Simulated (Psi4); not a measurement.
**One shape, several levels: BBrF2 (SMILES FB(F)Br)**

Wanted: a comparison of 4 runs (M06-L/aug-cc-pVDZ, PBE0/aug-cc-pVDZ, TPSS/aug-cc-pVDZ, r2SCAN/aug-cc-pVDZ) of BBrF2. 

The results are computed with Psi4 1.11.

### 1 The molecule

BBrF2 has 4 atoms, charge 0, and is taken as a singlet. SMILES: `FB(F)Br`. The B2–Br4 distance was set to 3.425 Å, away from the relaxed value. At this shape a bond of the SMILES string is far longer than usual.

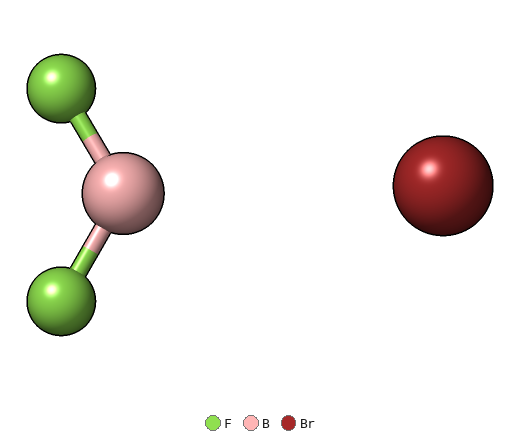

Viewed from a chosen angle; fluorine green, boron pink, bromine red.

### 2 The energy at M06-L/aug-cc-pVDZ (run 1)

Input file run.py:

```python
import numpy as np
from ase.calculators.psi4 import Psi4
from ase import Atoms

atoms = Atoms(['F', 'B', 'F', 'Br'], positions=[
    [-1.562769, -2.033286, -0.349591],
    [-1.475059, -0.730126, -0.262491],
    [-2.559539, -0.007166, -0.383971],
    [1.556010, 0.770190, 0.276890],
])
calc = Psi4(atoms=atoms, method='m06-l', basis='aug-cc-pVDZ', memory='2200MB', num_threads=1, charge=0, multiplicity=1, label='bbrf2')
calc.psi4.set_options({'puream': True, 'e_convergence': 1e-09, 'd_convergence': 1e-08, 'scf_type': 'pk', 'dft_radial_points': 99, 'dft_spherical_points': 590})
atoms.calc = calc

print(f'energy: {atoms.get_potential_energy():.6f} eV')
```

Run with:

```bash
python run.py
```

bbrf2.dat:

```text
[...]
  Running in c1 symmetry.
[...]
  Nuclear repulsion =  161.028557552821695
[...]
  Multiplicity = 1
[...]
  Nalpha       = 29
  Nbeta        = 29
[...]
    Number of basis functions: 105
[...]
   @RKS iter   1: -2798.17006284808576   -1.57172e+00   8.68123e-03 ADIIS/DIIS
[...]
   @RKS iter  16: -2798.56398083272779   -1.18234e-11   5.88553e-09 DIIS
[...]
    Orbital Energies [Eh]
    ---------------------
    Doubly Occupied:
       1A   -482.169152     2A    -62.423370     3A    -56.131413
       4A    -56.127009     5A    -56.126975     6A    -24.624283
       7A    -24.624272     8A     -8.709011     9A     -6.892503
      10A     -6.484955    11A     -6.468216    12A     -6.468108
      13A     -2.552646    14A     -2.548747    15A     -2.548670
      16A     -2.536118    17A     -2.536117    18A     -1.313420
      19A     -1.288608    20A     -0.686574    21A     -0.622724
      22A     -0.581021    23A     -0.527453    24A     -0.520399
      25A     -0.476238    26A     -0.458653    27A     -0.277758
      28A     -0.249048    29A     -0.248692
[...]
  @RKS Final Energy: -2798.56398083272779
   => Energetics <=
    Nuclear Repulsion Energy =            161.0285575528216953
    One-Electron Energy =               -4213.2439142149723921
    Two-Electron Energy =                1369.6959145109592555
    DFT Exchange-Correlation Energy =    -116.0445386815361388
    Empirical Dispersion Energy =           0.0000000000000000
    VV10 Nonlocal Energy =                  0.0000000000000000
    Total Energy =                      -2798.5639808327277933
[...]
 Multipole Moments:
 ------------------------------------------------------------------------------------
     Multipole            Electronic (a.u.)      Nuclear  (a.u.)        Total (a.u.)
 ------------------------------------------------------------------------------------
 L = 1.  Multiply by 2.5417464519 to convert [e a0] to [Debye]
 Dipole X            :          4.0377089           -5.3290525           -1.2913437
 Dipole Y            :          1.9985615           -2.6377629           -0.6392014
 Dipole Z            :          0.7185011           -0.9483001           -0.2297990
 Magnitude           :                                                    1.4590937
[...]
```

The script printed:

```text
energy: -76152.804796 eV
```

Wall time 22 s (1 thread of AMD EPYC 9R45 (Zen 5), shared host); peak memory 1.2 GiB.

### 3 A single-point energy at PBE0/aug-cc-pVDZ (run 2)

Input file run.py:

```python
import psi4

psi4.set_memory(2200000000)
psi4.set_num_threads(1)
psi4.core.set_output_file('bbrf2.out', False)

geom = psi4.geometry("""
F
B 1 1.309009
F 2 1.309017 1 119.21827
Br 2 3.424801 1 120.39095 3 179.99943
units angstrom
symmetry c1
""")

psi4.set_options({
    'basis': 'aug-cc-pVDZ',
    'puream': True,
    'e_convergence': 1e-09,
    'd_convergence': 1e-08,
    'scf_type': 'pk',
    'dft_radial_points': 99,
    'dft_spherical_points': 590,
})

E, wfn = psi4.energy('pbe0', return_wfn=True)
psi4.oeprop(wfn, 'DIPOLE', 'MULLIKEN_CHARGES', 'LOWDIN_CHARGES')
print('E =', round(E, 9))
for k, v in sorted(psi4.core.scalar_variables().items()):
    print(f'{k:45s} {v:18.10f}')
```

Run with:

```bash
python run.py
```

bbrf2.out:

```text
[...]
  Running in c1 symmetry.
[...]
  Nuclear repulsion =  161.028556157996661
[...]
  Multiplicity = 1
[...]
  Nalpha       = 29
  Nbeta        = 29
[...]
    Number of basis functions: 105
[...]
   @RKS iter   1: -2797.77637040057471   -1.69510e+00   8.29942e-03 ADIIS/DIIS
[...]
   @RKS iter  13: -2798.16212734372812   -3.63798e-12   4.40866e-09 DIIS
[...]
    Orbital Energies [Eh]
    ---------------------
    Doubly Occupied:
       1A   -483.274869     2A    -62.676201     3A    -56.451191
       4A    -56.447372     5A    -56.447342     6A    -24.907408
       7A    -24.907396     8A     -8.779374     9A     -7.055384
      10A     -6.591171    11A     -6.577782    12A     -6.577689
      13A     -2.672061    14A     -2.668530    15A     -2.668461
      16A     -2.657698    17A     -2.657697    18A     -1.372943
      19A     -1.344719    20A     -0.744818    21A     -0.692536
      22A     -0.647980    23A     -0.598464    24A     -0.592097
      25A     -0.543470    26A     -0.527979    27A     -0.310244
      28A     -0.285646    29A     -0.285321
[...]
  @RKS Final Energy: -2798.16212734372812
   => Energetics <=
    Nuclear Repulsion Energy =            161.0285561579966611
    One-Electron Energy =               -4213.2575213159962004
    Two-Electron Energy =                1341.3339857730049971
    DFT Exchange-Correlation Energy =     -87.2671479587331902
    Empirical Dispersion Energy =           0.0000000000000000
    VV10 Nonlocal Energy =                  0.0000000000000000
    Total Energy =                      -2798.1621273437276614
[...]
 Multipole Moments:
 ------------------------------------------------------------------------------------
     Multipole            Electronic (a.u.)      Nuclear  (a.u.)        Total (a.u.)
 ------------------------------------------------------------------------------------
 L = 1.  Multiply by 2.5417464519 to convert [e a0] to [Debye]
 Dipole X            :          0.0000269           -0.0000434           -0.0000165
 Dipole Y            :          3.8202964           -5.1939251           -1.3736286
 Dipole Z            :          2.2405216           -3.0461476           -0.8056259
 Magnitude           :                                                    1.5924474
[...]
  Mulliken Charges: (a.u.)
   Center  Symbol    Alpha    Beta     Spin     Total
       1     F     4.61788  4.61788  0.00000 -0.23576
       2     B     2.12156  2.12156  0.00000  0.75688
       3     F     4.61789  4.61789  0.00000 -0.23577
       4    BR    17.64268 17.64268  0.00000 -0.28535
   Total alpha = 29.00000, Total beta = 29.00000, Total charge = -0.00000
  Lowdin Charges: (a.u.)
   Center  Symbol    Alpha    Beta     Spin     Total
       1     F     4.47126  4.47126  0.00000  0.05747
       2     B     2.45358  2.45358  0.00000  0.09284
[...]
```

On the terminal:

```text
E = -2798.162127344
CURRENT ENERGY                                  -2798.1621273437
CURRENT REFERENCE ENERGY                        -2798.1621273437
DD SOLVATION ENERGY                                 0.0000000000
DFT FUNCTIONAL TOTAL ENERGY                     -2798.1621273437
DFT TOTAL ENERGY                                -2798.1621273437
DFT VV10 ENERGY                                     0.0000000000
DFT XC ENERGY                                     -87.2671479587
GRID ELECTRONS ALPHA                               29.0000001397
GRID ELECTRONS BETA                                29.0000001397
GRID ELECTRONS TOTAL                               58.0000002795
NUCLEAR REPULSION ENERGY                          161.0285561580
ONE-ELECTRON ENERGY                             -4213.2575213160
PCM POLARIZATION ENERGY                             0.0000000000
PE ENERGY                                           0.0000000000
SCF ITERATION ENERGY                            -2798.1621273437
SCF ITERATIONS                                     13.0000000000
SCF TOTAL ENERGY                                -2798.1621273437
TWO-ELECTRON ENERGY                              1341.3339857730
XC GRID RADIAL POINTS                              99.0000000000
XC GRID SPHERICAL POINTS                          590.0000000000
XC GRID TOTAL POINTS                           228651.0000000000
```

Wall time 12 s (1 thread of AMD EPYC 9R45 (Zen 5), shared host); peak memory 1.2 GiB.

Run 3 isn't shown in full; the table further down has it.

### 4 A single-point energy at r2SCAN/aug-cc-pVDZ (run 4)

Input file bbrf2.xyz:

```xyz
4
BBrF2
F     -1.562769    -2.033286    -0.349591
B     -1.475059    -0.730126    -0.262491
F     -2.559539    -0.007166    -0.383971
Br     1.556010     0.770190     0.276890
```

Input file run.py:

```python
import numpy as np
from ase.calculators.psi4 import Psi4
from ase.io import read

a = read('bbrf2.xyz')
calc = Psi4(atoms=a, method='r2scan', basis='aug-cc-pVDZ', memory='2200MB', num_threads=1, charge=0, multiplicity=1, label='calc')
calc.psi4.set_options({'puream': True, 'e_convergence': 1e-09, 'd_convergence': 1e-08, 'scf_type': 'pk', 'dft_radial_points': 99, 'dft_spherical_points': 590})
a.calc = calc

print(f'energy: {a.get_potential_energy():.6f} eV')
```

Run with:

```bash
python run.py
```

calc.dat:

```text
[...]
  Running in c1 symmetry.
[...]
  Nuclear repulsion =  161.028557552821695
[...]
  Multiplicity = 1
[...]
  Nalpha       = 29
  Nbeta        = 29
[...]
    Number of basis functions: 105
[...]
   @RKS iter   1: -2798.18692780259789   -1.53635e+00   8.56043e-03 ADIIS/DIIS
[...]
   @RKS iter  16: -2798.57822764027105    2.72848e-12   2.06231e-09 DIIS
[...]
    Orbital Energies [Eh]
    ---------------------
    Doubly Occupied:
       1A   -482.247410     2A    -62.321449     3A    -56.105092
       4A    -56.101338     5A    -56.101304     6A    -24.625798
       7A    -24.625779     8A     -8.634047     9A     -6.893773
      10A     -6.441430    11A     -6.427238    12A     -6.427124
      13A     -2.534417    14A     -2.531086    15A     -2.531005
      16A     -2.520807    17A     -2.520806    18A     -1.299123
      19A     -1.272073    20A     -0.690736    21A     -0.629073
      22A     -0.587493    23A     -0.538451    24A     -0.531517
      25A     -0.485651    26A     -0.467570    27A     -0.286987
      28A     -0.248721    29A     -0.248290
[...]
  @RKS Final Energy: -2798.57822764027105
   => Energetics <=
    Nuclear Repulsion Energy =            161.0285575528216953
    One-Electron Energy =               -4213.2368124318827540
    Two-Electron Energy =                1369.6526779719492879
    DFT Exchange-Correlation Energy =    -116.0226507331594661
    Empirical Dispersion Energy =           0.0000000000000000
    VV10 Nonlocal Energy =                  0.0000000000000000
    Total Energy =                      -2798.5782276402710522
[...]
 Multipole Moments:
 ------------------------------------------------------------------------------------
     Multipole            Electronic (a.u.)      Nuclear  (a.u.)        Total (a.u.)
 ------------------------------------------------------------------------------------
 L = 1.  Multiply by 2.5417464519 to convert [e a0] to [Debye]
 Dipole X            :          3.8964074           -5.3290525           -1.4326451
 Dipole Y            :          1.9286206           -2.6377629           -0.7091423
 Dipole Z            :          0.6933566           -0.9483001           -0.2549434
 Magnitude           :                                                    1.6187498
[...]
```

On the terminal:

```text
energy: -76153.192472 eV
```

Run time: 24 s. Hardware: 1 thread of AMD EPYC 9R45 (Zen 5), shared host; peak memory 1.2 GiB.

### 5 Overview of the runs

```csv
run,level,task,energy (Eh),dipole moment (D),HOMO energy (eV),LUMO energy (eV),wall time
1,M06-L/aug-cc-pVDZ,energy,-2798.563981,3.71,-6.77,-5.81,22 s
2,PBE0/aug-cc-pVDZ,energy,-2798.162127,4.05,-7.76,-5.43,12 s
3,TPSS/aug-cc-pVDZ,gradient,-2798.626410,3.91,-6.59,-5.98,44 s
4,r2SCAN/aug-cc-pVDZ,energy,-2798.578228,4.11,-6.76,-6.04,24 s
```

### 6 Summary of results

| quantity | value |
| --- | --- |
| run 4: total energy | -2798.57823 Eh |
| run 4: dipole moment | 4.11 D |
| run 4: HOMO energy | -6.76 eV |
| run 4: LUMO energy | -6.04 eV |
| run 4: HOMO–LUMO gap | 0.72 eV |

In words: The dipole moment (its size) runs from 3.71 D (M06-L/aug-cc-pVDZ) to 4.11 D (r2SCAN/aug-cc-pVDZ). The HOMO–LUMO gap runs from 0.61 eV (TPSS/aug-cc-pVDZ) to 2.34 eV (PBE0/aug-cc-pVDZ). Totals of different functionals can't be ranked against each other. In all runs a closed-shell determinant meets a far-stretched bond; if it breaks into open shells, such a determinant describes it badly, and no broken-symmetry solution was shown. All runs together took 1.7 min, the longest 44 s.
